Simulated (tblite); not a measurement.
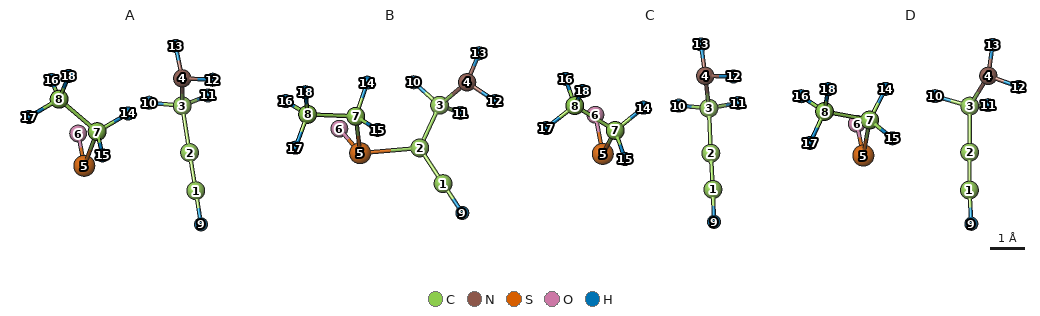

4 geometries from one relaxation of C5H10NOS (multiplicity 2), in shuffled order. The picture is a ball-and-stick view, seen at a tilt.

These are results of tblite, GFN2-xTB geometry optimisation, gas phase, not measurements. 

### Order the frames from highest to lowest energy.

B, D, C, A. They are steps 0, 32, 107, 173, at +22.3 kcal/mol, +2.53 kcal/mol, +0.80 kcal/mol relative to the last. Over 173 geometry steps the energy falls by 22.3 kcal/mol. The largest move after the best rigid fit is that of H13, 1.35 Å. Largest moves by element: H 1.35 Å, C 0.94 Å, N 0.76 Å, S 0.61 Å, O 0.20 Å. Near-neighbour distances that change, for instance: C2–S5 1.800 → 3.217 Å, C1–S5 2.632 → 3.413 Å, C1–C2 1.303 → 1.197 Å, C2–C3 1.498 → 1.451 Å. Bonds break, among them: C2–S5 (1.80 → 3.22 Å). Bond angles that change, for instance: C1–C2–C3 124.3° → 177.5°, N4–C3–H11 108.6° → 113.5°, H12–N4–H13 104.6° → 108.2°. The run took 1.3 s on 1 thread of Arm Neoverse V1, on a shared host.
